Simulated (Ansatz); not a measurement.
```xyz
8

Ge   -0.6041   -1.1108   -0.2706
O     1.0094    1.4388    0.9481
H    -1.3049   -2.3046   -0.9327
H     0.5606   -1.5487    0.6143
H    -1.6027   -0.1986    0.4412
H     1.1607    1.4363   -0.0028
Cl    0.2348    0.0269   -1.9221
H     0.5464    2.2607    1.1244
```

The product side of a reaction path; geometry: PBE0-D4/def2-TZVP.

These are results of RKS PBE0-D4/def2-TZVPP (Ansatz 0.2.0), not measurements.

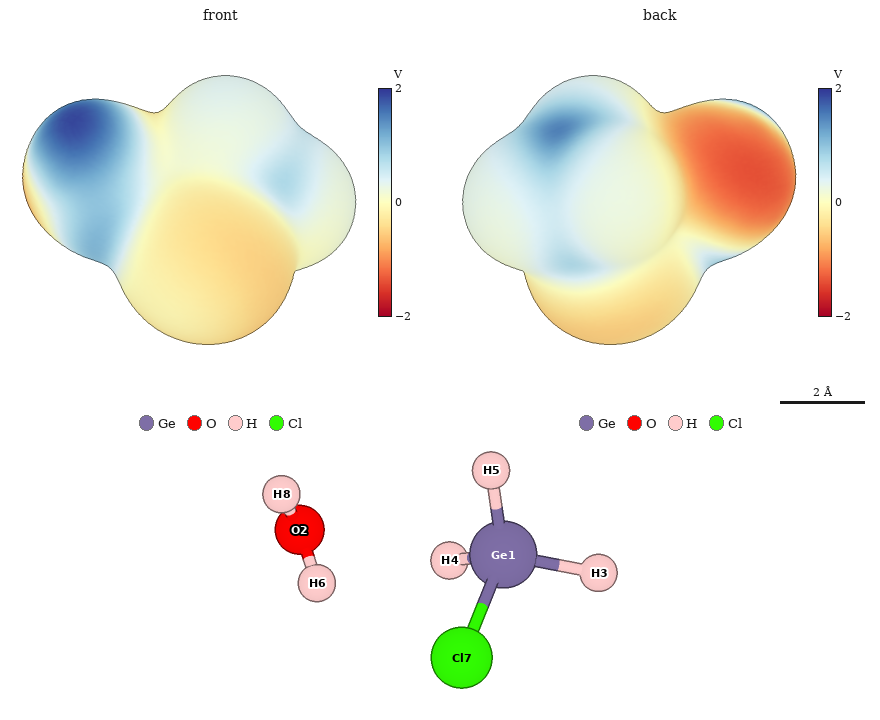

ClGeH$_{3}$···H$_{2}$O. The electrostatic potential painted on the density surface at 0.001 e/bohr³, seen from the front and from behind; the colour scale runs from red (negative) to blue (positive). The bare structure is drawn below in the same view.

Question: Where is the surface potential most negative and most positive?

Answer: The most negative region (about −1.4 V) lies over O2, the most positive (about +1.8 V) over H8. O2 is the likeliest acceptor of a hydrogen bond.
